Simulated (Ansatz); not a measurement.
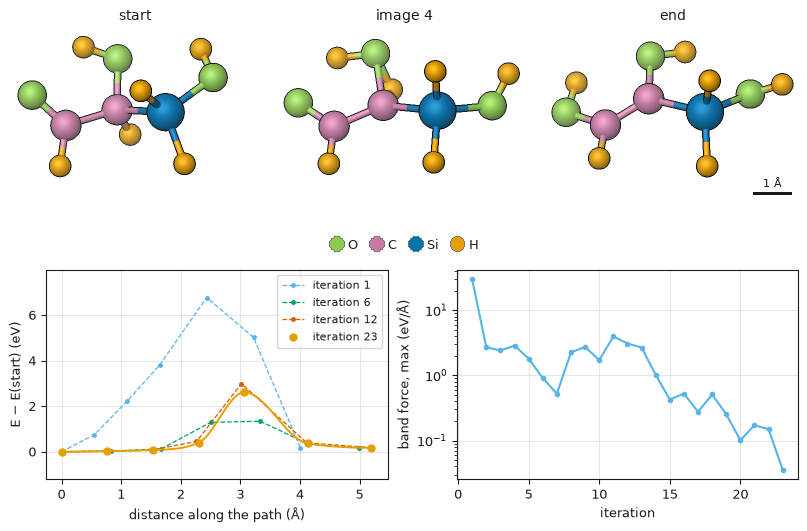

NEB run on C$_{2}$H$_{6}$O$_{3}$Si. Images are numbered from 0 (start) to 6 (end). The plot follows the band through its iterations. A ball-and-stick model, seen from a free direction.

Computed with Ansatz, RKS PBE0/def2-SVP. Run with 5 movable images; climbing image; force threshold 0.05 eV/Å; iteration limit 58; starting path through a guess of the saddle point.

### How did the profile develop, and is the result final?

The run is converged, with reservations. The band converged in 23 iterations. The largest component of the band force went from 30 to 0.035 eV/Å. The climbing image converged on the top of the path. Its vibrational analysis gives 2 imaginary modes over 30i cm⁻¹, so it isn't confirmed as a transition state. The first iteration put the highest image at 6.77 eV. The energy climbs by 2.61 eV to image 4 and then falls by 2.44 eV, so the end point sits at +0.17 eV.

The run took 6.9 min on 2 threads of Intel(R) Xeon(R) Platinum 8259CL CPU @ 2.50GHz (Skylake/Cascade Lake), on a shared host, peak memory 0.3 GiB.
